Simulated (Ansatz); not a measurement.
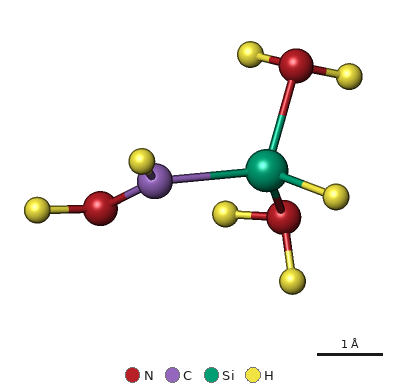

CH$_{7}$N$_{3}$Si (coarse preliminary run), before the relaxation. A ball-and-stick model, seen at a tilt.

The start comes from a force field.

Method: RKS PBE-D4/def2-SVP (Ansatz).

Input file:
```yaml
crystal:
  periodic: [false, false, false]
  atoms:
    - {symbol: N, position_ang: [-1.746600, 1.122800, -0.077500]}
    - {symbol: C, position_ang: [-0.921000, 0.858100, 0.810500]}
    - {symbol: Si, position_ang: [0.367200, -0.424400, 0.434100]}
    - {symbol: N, position_ang: [1.941100, 0.219200, -0.103600]}
    - {symbol: N, position_ang: [0.075000, -1.283600, -1.002200]}
    - {symbol: H, position_ang: [-2.429200, 1.907100, 0.273100]}
    - {symbol: H, position_ang: [-0.881800, 1.341300, 1.807700]}
    - {symbol: H, position_ang: [0.694000, -1.386400, 1.512400]}
    - {symbol: H, position_ang: [2.376100, -0.569000, -0.445100]}
    - {symbol: H, position_ang: [1.658100, 0.784500, -0.888400]}
    - {symbol: H, position_ang: [-0.610600, -2.005400, -0.740300]}
    - {symbol: H, position_ang: [-0.445200, -0.619400, -1.546800]}
basis:
  gaussian: {orbitals: def2-SVP}
hamiltonian: {xc: pbe, dispersion: d4}
relax: {f_tol: 0.03, max_steps: 200}
```

Run as
```bash
ansatz run in.yaml --threads 4 --pin off --events-out ev --progress --plain --max-ram 10444MiB
```

Question: Where does the relaxation end?

Answer: The atom that moves furthest after the best rigid fit is H12 (1.03 Å). By element the largest moves are H 1.03 Å, N 0.51 Å, Si 0.19 Å, C 0.17 Å. Among the contacts that change: N1–H6 1.097 → 1.039 Å, N4–H9 0.963 → 1.021 Å, C2–Si3 1.856 → 1.914 Å, N1–C2 1.241 → 1.287 Å. Among the angles between lasting bonds that change: N4–Si3–N5 94.6° → 115.5°, Si3–N4–H10 100.9° → 120.3°, Si3–N5–H11 104.7° → 124.1°. Groups turn about C2–Si3 by about 30°. After 21 accepted moves (25 points after the start) the energy has fallen by 111.3 kJ/mol. Largest force component: 3.4 eV/Å at the start, 0.0064 eV/Å at the end. The line search rejected the trial steps at points 10, 13, 17, 20 of the run. The run took 31 s on 4 threads of Arm Neoverse V1 (shared host).

The structure at the end:

```xyz
12

N    -1.9986    0.9323    0.1604
C    -0.8302    0.9408    0.7001
Si    0.3973   -0.4555    0.2443
N     1.9921    0.1687   -0.0540
N    -0.4018   -1.1423   -1.1288
H    -2.5728    1.7333    0.4886
H    -0.5082    1.7295    1.4294
H     0.5982   -1.3257    1.4667
H     2.8065   -0.2949    0.3508
H     2.2168    0.6041   -0.9512
H    -0.2344   -2.0878   -1.4736
H    -1.3877   -0.8578   -1.1987
```

The end point in the same view:

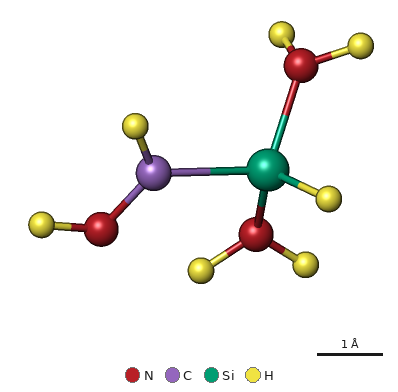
